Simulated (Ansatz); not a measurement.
## Predicting a hybrid from its neighbours: [CH3]+

The species is [CH3]+ (4 atoms), meant as a singlet with charge +1. SMILES: `[CH3+]`. The coordinates come from a GFN2-xTB relaxation.

The vertical ionisation energy (to the doublet dication) y, in eV, basis 6-31G(d); a is the functional's share of exact exchange. Programs: Ansatz 0.2.0.

```
functional  program     a  y (eV)
    r2SCAN   Ansatz     0   25.34
       PBE   Ansatz     0   25.31
     B3LYP   Ansatz   0.2       ?
   r2SCAN0   Ansatz  0.25   25.37
      PBE0   Ansatz  0.25   25.39
     BHLYP   Ansatz   0.5   25.39
```

Q: Fit y = c + s·a to the known rows and predict B3LYP.

A: 
1. Means of the 5 rows: a = 0.2000, y = 25.360.
2. Σ(Δa)² = 0.175, Σ(Δa·Δy) = 0.025, so the slope is 0.025/0.175 = 0.14286.
3. Intercept: 25.360 − (0.14286) × 0.2000 = 25.331. The largest residual of the fit is 0.023.
4. B3LYP: 25.331 + (0.14286) × 0.2 = 25.36 eV.

The run gave 25.48 eV, so the prediction is off by -0.12 eV, more than the largest residual. The rows mix families of semi-local functionals, which the line can't see.

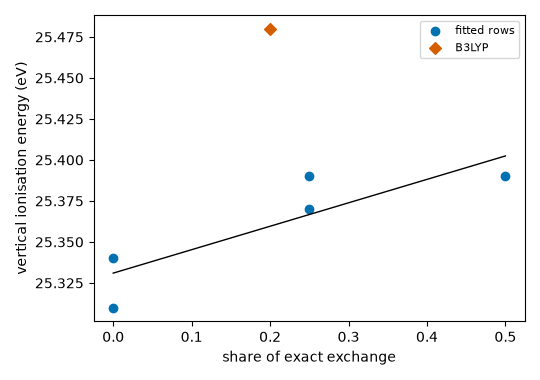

The fitted line, with the withheld row.
